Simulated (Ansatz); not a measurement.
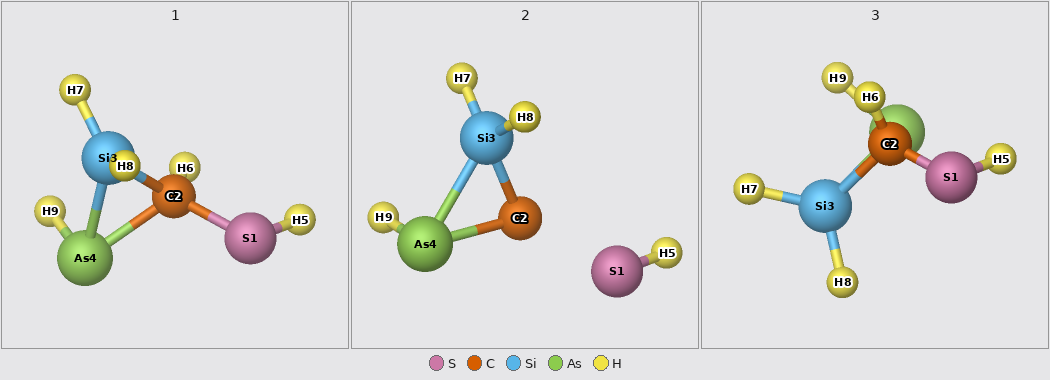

CH₅AsSSi, SMILES SC1[SiH2][AsH]1. First axis: bond length S1–C2. Second axis: dihedral H5–S1–C2–Si3. Nothing is relaxed (all other coordinates rigid). The grid has 11 × 10 points. Points are written as (first, second). Energies: kcal/mol, counted from the relaxed molecule at the same level. The reference is spin-restricted, which grows unreliable where a bond is stretched far. Method: RKS PBE0-D4/def2-SVP (Ansatz 0.2.0).

The numbered pictures are structures from this grid.

**Rank them by energy, lowest first.**

1, at (1.830 Å, −144°): 6.0 kcal/mol; 2, at (2.316 Å, −108°): 34.4 kcal/mol; 3, at (1.466 Å, 108°): 52.7 kcal/mol.

The map, with the structures marked:

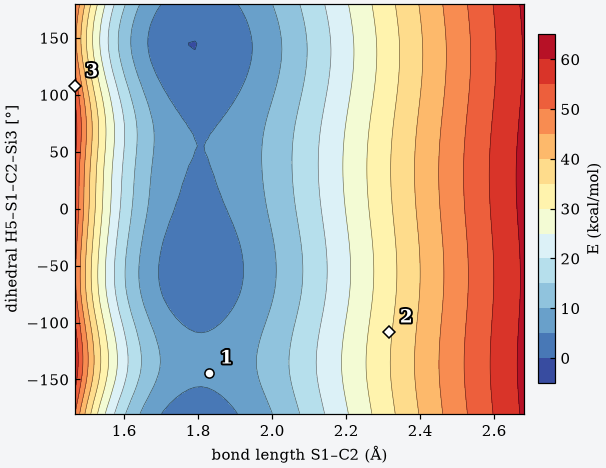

In the figure: filled contours. Between grid points the surface is interpolated.
